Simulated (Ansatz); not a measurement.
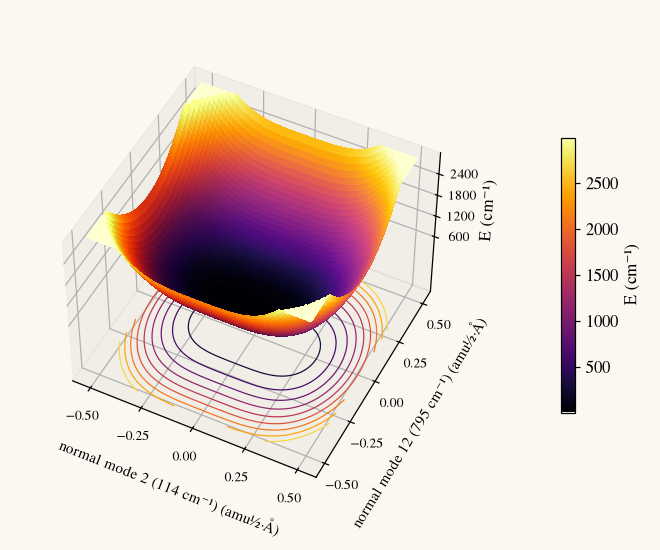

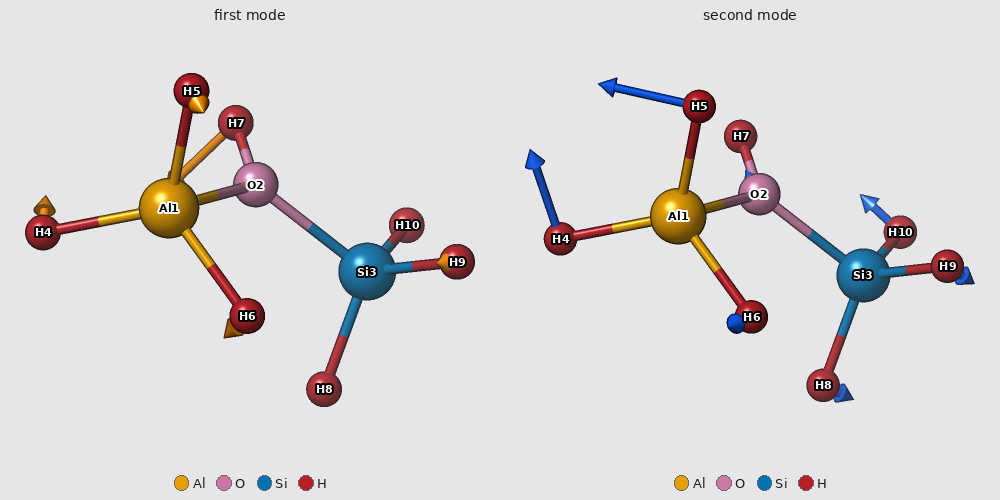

Energy landscape of AlH₇OSi, SMILES [AlH3-][OH+][SiH3]. Coordinates scanned: (1) normal mode 2 (114 cm⁻¹); (2) normal mode 12 (795 cm⁻¹). Nothing is relaxed (straight displacements along the two mass-weighted modes). The grid has 15 × 15 points. Points are written as (first, second). Energies are in cm⁻¹, from the lowest grid point. Level of theory: RKS B3LYP-D4/def2-TZVP in Ansatz.

The picture shows a relief with its contours projected below, any walls above the top of the colour scale cut off. Between grid points the surface is interpolated. The second picture is the structure at the lowest point

Q: Summarise what can be read from the map.

A: The lowest grid point is at (0.000 amu½·Å, 0.000 amu½·Å). The highest grid point, (0.513 amu½·Å, 0.508 amu½·Å), lies 4444 cm⁻¹ above the lowest.

The values on the grid:

| normal mode 12 (795 cm⁻¹) ↓, normal mode 2 (114 cm⁻¹) → | −0.513 | −0.440 | −0.366 | −0.293 | −0.220 | −0.147 | −0.073 | 0.000 | 0.073 | 0.147 | 0.220 | 0.293 | 0.366 | 0.440 | 0.513 |
| --- | --- | --- | --- | --- | --- | --- | --- | --- | --- | --- | --- | --- | --- | --- | --- |
| 0.508 | 4444 | 3670 | 3137 | 2809 | 2636 | 2565 | 2546 | 2543 | 2546 | 2565 | 2636 | 2809 | 3137 | 3670 | 4444 |
| 0.436 | 3754 | 2980 | 2447 | 2119 | 1946 | 1875 | 1855 | 1853 | 1855 | 1875 | 1946 | 2118 | 2447 | 2979 | 3754 |
| 0.363 | 3177 | 2403 | 1870 | 1542 | 1369 | 1298 | 1279 | 1277 | 1279 | 1298 | 1369 | 1541 | 1869 | 2402 | 3176 |
| 0.290 | 2710 | 1936 | 1404 | 1076 | 903 | 832 | 813 | 811 | 813 | 832 | 903 | 1075 | 1403 | 1935 | 2709 |
| 0.218 | 2350 | 1577 | 1044 | 717 | 545 | 474 | 455 | 452 | 455 | 474 | 544 | 716 | 1043 | 1576 | 2349 |
| 0.145 | 2096 | 1323 | 791 | 464 | 292 | 221 | 202 | 200 | 202 | 221 | 291 | 463 | 790 | 1322 | 2095 |
| 0.073 | 1945 | 1172 | 640 | 313 | 141 | 71 | 52 | 50 | 52 | 70 | 141 | 312 | 639 | 1170 | 1943 |
| 0.000 | 1894 | 1122 | 590 | 263 | 92 | 21 | 2 | 0 | 2 | 21 | 91 | 262 | 589 | 1120 | 1892 |
| −0.073 | 1943 | 1171 | 639 | 312 | 141 | 70 | 51 | 49 | 51 | 70 | 140 | 311 | 638 | 1169 | 1941 |
| −0.145 | 2090 | 1318 | 786 | 459 | 287 | 217 | 198 | 196 | 198 | 217 | 287 | 458 | 784 | 1316 | 2088 |
| −0.218 | 2335 | 1562 | 1030 | 703 | 531 | 461 | 442 | 439 | 441 | 460 | 530 | 702 | 1028 | 1560 | 2332 |
| −0.290 | 2677 | 1904 | 1371 | 1044 | 872 | 801 | 782 | 780 | 782 | 801 | 871 | 1043 | 1370 | 1902 | 2675 |
| −0.363 | 3117 | 2343 | 1810 | 1482 | 1310 | 1239 | 1220 | 1218 | 1220 | 1239 | 1309 | 1481 | 1808 | 2341 | 3114 |
| −0.436 | 3655 | 2880 | 2346 | 2018 | 1845 | 1774 | 1755 | 1753 | 1755 | 1774 | 1845 | 2017 | 2345 | 2878 | 3652 |
| −0.508 | 4292 | 3516 | 2982 | 2653 | 2480 | 2408 | 2389 | 2387 | 2389 | 2408 | 2479 | 2652 | 2980 | 3514 | 4289 |

The whole map (225 points run) took 9.6 min on 1 thread of AMD EPYC 9R45 96-Core Processor (Zen 5), with other jobs on the host.
